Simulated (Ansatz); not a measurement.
## Geometry relaxation, with input and output: GeH$_{3}$Cl$_{2}$F (part 2 of 2)

The same run, continued: GeH$_{3}$Cl$_{2}$F; RKS PBE/def2-SVP (Ansatz 0.2.0). It belongs to a series of runs on one base structure; here: end point A relaxed.

Geometry of the input (Å):
```
Ge -0.0796  -0.1913  -0.1137
F  0.0112  -0.2651  1.6058
Cl 1.9283  -0.4482  -0.8725
H  -0.6538  1.1853  -0.5064
H  -0.9044  -1.4310  -0.5278
Cl 1.3080  2.6015  1.3116
H  1.0084  1.5417  2.0708
```

### Trajectory as extended XYZ (Å, eV, eV/Å), 12 frames, from step=1 to step=12
```
7
Properties=species:S:1:pos:R:3:forces:R:3 step=1 energy=-84292.53811
Ge   -0.0796   -0.1913   -0.1137   -0.1596  -0.0393  -1.4403
F     0.0112   -0.2651    1.6058    0.1380   0.0356   1.3589
Cl    1.9283   -0.4482   -0.8725   -0.0190  -0.0024  -0.0004
H    -0.6538    1.1853   -0.5064    0.0275  -0.0503  -0.0012
H    -0.9044   -1.4310   -0.5278   -0.0093  -0.0176   0.0069
Cl    1.3080    2.6015    1.3116   -0.1350  -0.6088   0.6535
H     1.0084    1.5417    2.0708    0.1574   0.6828  -0.5775
7
Properties=species:S:1:pos:R:3:forces:R:3 step=2 energy=-84292.59546
Ge   -0.0991   -0.2269   -0.1414    0.0419  -0.0009  -0.7026
F     0.0406   -0.2360    1.6021    0.0645   0.0744   0.6383
Cl    1.9109   -0.4741   -0.8962   -0.0563  -0.0164  -0.0163
H    -0.6609    1.1502   -0.5424   -0.0046  -0.0040  -0.0052
H    -0.9276   -1.4732   -0.5235   -0.0032  -0.0052   0.0555
Cl    1.3739    2.7068    1.4620   -0.2866  -0.8356   0.4505
H     0.9803    1.5461    2.0074    0.2443   0.7877  -0.4202
7
Properties=species:S:1:pos:R:3:forces:R:3 step=3 energy=-84292.60056
Ge   -0.0708   -0.2229   -0.1782   -0.6105  -0.0092   0.3076
F     0.0592   -0.2138    1.5932    0.1016   0.1437  -0.0051
Cl    1.8848   -0.5137   -0.9502    0.5212  -0.0621  -0.2215
H    -0.6484    1.1470   -0.5862    0.0431  -0.0117  -0.0251
H    -0.9260   -1.4753   -0.4585   -0.0174  -0.0110  -0.0775
Cl    1.3591    2.6972    1.5548    0.3579   1.0070  -0.3604
H     0.9603    1.5744    1.9930   -0.3959  -1.0567   0.3820
7
Properties=species:S:1:pos:R:3:forces:R:3 step=4 energy=-84292.61783
Ge   -0.0764   -0.2108   -0.1676    0.0311   0.2073   0.1419
F     0.1299   -0.0883    1.6027   -0.1559  -0.2860  -0.1181
Cl    1.8997   -0.4987   -0.9638    0.0504  -0.0742  -0.0652
H    -0.6381    1.1528   -0.6147   -0.0223  -0.0431  -0.0224
H    -0.9337   -1.4682   -0.4288    0.0263  -0.0088   0.0819
Cl    1.3256    2.6181    1.5237    0.1574   0.4145  -0.0199
H     0.9111    1.4880    2.0164   -0.0870  -0.2096   0.0018
7
Properties=species:S:1:pos:R:3:forces:R:3 step=5 energy=-84292.63111
Ge   -0.0621   -0.1837   -0.1763   -0.1432  -0.2205  -0.0479
F     0.1032   -0.0858    1.5923    0.0467  -0.0034   0.0439
Cl    1.8952   -0.5434   -0.9954    0.0261   0.0799   0.0010
H    -0.6780    1.1445   -0.6530    0.0907   0.0376  -0.0039
H    -0.8934   -1.4669   -0.3695   -0.0551  -0.0073  -0.0424
Cl    1.3526    2.6574    1.6498    0.1673   0.4294  -0.0847
H     0.9006    1.4708    1.9201   -0.1326  -0.3156   0.1340
7
Properties=species:S:1:pos:R:3:forces:R:3 step=6 energy=-84292.64608
Ge   -0.0784   -0.2211   -0.1765   -0.0059   0.0034  -0.0024
F     0.1163   -0.1283    1.5894    0.0024   0.0091  -0.0035
Cl    1.8915   -0.5319   -0.9881    0.0061  -0.0214  -0.0231
H    -0.6409    1.1384   -0.6328    0.0036  -0.0049   0.0034
H    -0.9384   -1.4806   -0.4092    0.0024  -0.0013   0.0017
Cl    1.3542    2.7056    1.6407    0.0045   0.0281   0.0072
H     0.9136    1.5108    1.9444   -0.0131  -0.0129   0.0168
7
Properties=species:S:1:pos:R:3:forces:R:3 step=7 energy=-84292.64712
Ge   -0.0784   -0.2288   -0.1878   -0.0149  -0.0240   0.0070
F     0.1250   -0.1184    1.5758    0.0232   0.0327  -0.0008
Cl    1.8835   -0.5573   -1.0125    0.0009  -0.0083  -0.0136
H    -0.6411    1.1272   -0.6536    0.0082   0.0043  -0.0016
H    -0.9430   -1.4894   -0.3951    0.0001   0.0045  -0.0117
Cl    1.3585    2.7353    1.7005   -0.0356  -0.0800   0.0064
H     0.9135    1.5242    1.9406    0.0181   0.0707   0.0143
7
Properties=species:S:1:pos:R:3:forces:R:3 step=8 energy=-84292.64836
Ge   -0.0760   -0.2343   -0.1952   -0.0028   0.0016   0.0514
F     0.1417   -0.1090    1.5671    0.0060  -0.0030  -0.0364
Cl    1.8764   -0.5805   -1.0361   -0.0006  -0.0048  -0.0069
H    -0.6337    1.1232   -0.6630    0.0081   0.0011  -0.0068
H    -0.9490   -1.4912   -0.3927    0.0025   0.0100   0.0012
Cl    1.3508    2.7459    1.7138   -0.0299  -0.0601   0.0155
H     0.9079    1.5389    1.9740    0.0166   0.0552  -0.0179
7
Properties=species:S:1:pos:R:3:forces:R:3 step=9 energy=-84292.64909
Ge   -0.0712   -0.2361   -0.1967   -0.0044   0.0092   0.0347
F     0.1605   -0.1102    1.5633    0.0092  -0.0092  -0.0291
Cl    1.8703   -0.6031   -1.0546    0.0013  -0.0078  -0.0003
H    -0.6139    1.1270   -0.6660    0.0025  -0.0007   0.0000
H    -0.9600   -1.4832   -0.3847    0.0036   0.0090   0.0004
Cl    1.3229    2.7582    1.7266   -0.0138  -0.0323   0.0089
H     0.9096    1.5405    1.9800    0.0016   0.0319  -0.0147
7
Properties=species:S:1:pos:R:3:forces:R:3 step=10 energy=-84292.65020
Ge   -0.0590   -0.2370   -0.1981    0.0125  -0.0046  -0.0037
F     0.2091   -0.1224    1.5565    0.0035  -0.0049  -0.0076
Cl    1.8589   -0.6541   -1.0897   -0.0192   0.0001   0.0102
H    -0.5710    1.1414   -0.6591    0.0029  -0.0100   0.0103
H    -0.9832   -1.4611   -0.3712    0.0072   0.0174  -0.0012
Cl    1.2663    2.7799    1.7441   -0.0056  -0.0146   0.0038
H     0.8970    1.5463    1.9855   -0.0012   0.0167  -0.0119
7
Properties=species:S:1:pos:R:3:forces:R:3 step=11 energy=-84292.65077
Ge   -0.0429   -0.2374   -0.1950    0.0056  -0.0066  -0.0305
F     0.2583   -0.1450    1.5555    0.0047   0.0007  -0.0043
Cl    1.8494   -0.7048   -1.1200   -0.0416   0.0091   0.0220
H    -0.5215    1.1608   -0.6344    0.0129  -0.0221   0.0113
H    -1.0092   -1.4299   -0.3657    0.0228   0.0214   0.0050
Cl    1.2001    2.7997    1.7445   -0.0100  -0.0456   0.0091
H     0.8838    1.5496    1.9829    0.0056   0.0431  -0.0125
7
Properties=species:S:1:pos:R:3:forces:R:3 step=12 energy=-84292.65094
Ge   -0.0417   -0.2368   -0.1946    0.0178  -0.0116  -0.0169
F     0.2674   -0.1485    1.5548   -0.0026   0.0033  -0.0029
Cl    1.8449   -0.7125   -1.1245   -0.0217   0.0062   0.0102
H    -0.5110    1.1652   -0.6290    0.0008  -0.0154   0.0069
H    -1.0103   -1.4266   -0.3639    0.0077   0.0203   0.0040
Cl    1.1924    2.8011    1.7452   -0.0066  -0.0232   0.0042
H     0.8765    1.5510    1.9799    0.0047   0.0204  -0.0055
```

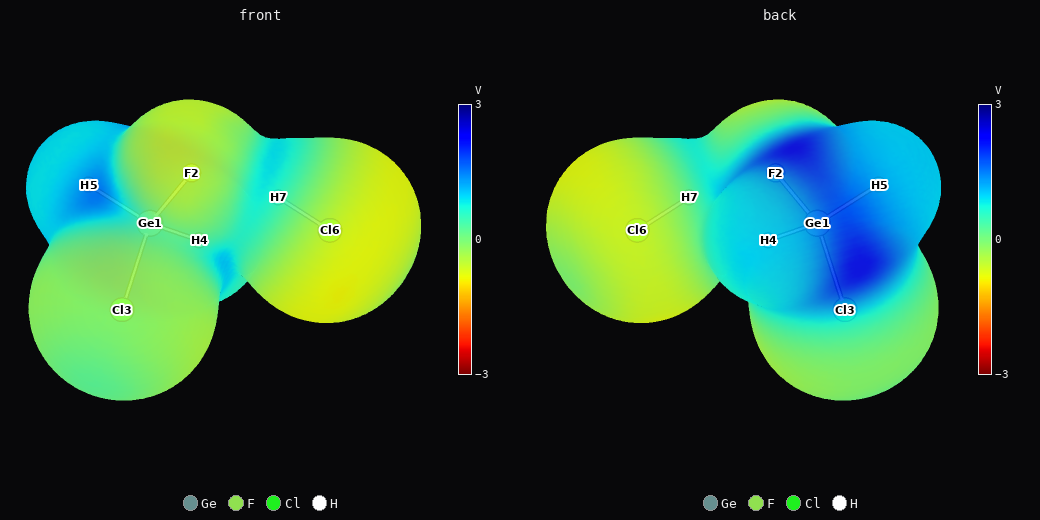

The electrostatic potential painted on the density surface at 0.002 e/bohr³, seen at a tilt and from behind; the colour scale runs from red (negative) to blue (positive).

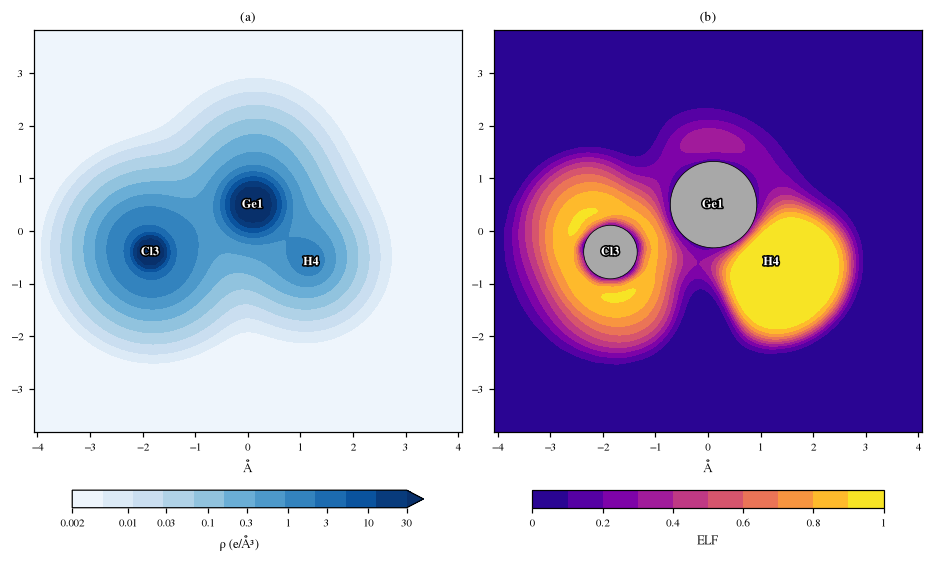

(a) electron density; (b) ELF on the plane of atoms Cl3, Ge1 and H4. Grey discs, where drawn, cover atomic cores. Atoms in the plane: Ge, Cl and H. Ge–Cl (2.16 Å): ρ at the midpoint is about 0.72 e/Å³; the ELF peaks at about 0.85 in the valence shell of Cl, 0.8 Å from its nucleus, and is about 0.65 at the midpoint. Ge–H (1.54 Å): ρ is about 1.1 e/Å³ halfway, with its minimum of 0.91 e/Å³ about 0.9 Å from Ge; the ELF climbs to about 1 towards the hydrogen, as it does in any bond to H.

### Key numbers

| quantity | value |
| --- | --- |
| outcome | converged |
| total energy | −84292.6510 eV |
| mean-field energy | −84292.6510 eV |
| largest force (length of the vector) at the end | 0.027 eV/Å |
| wall time | 17 s (CPU time 32 s) |
| peak memory | 0.14 GiB |
